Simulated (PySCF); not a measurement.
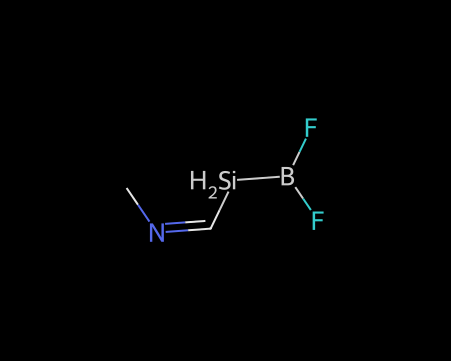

The picture comes from a calculation with PySCF.

2D structure.

### Give its SMILES.

C/N=C\[SiH2]B(F)F

### Give the formula, hydrogens included.

C2H6BF2NSi.

### An optimisation with GFN2-xTB gave a structure of which point group?

C1. Other conformers may differ.
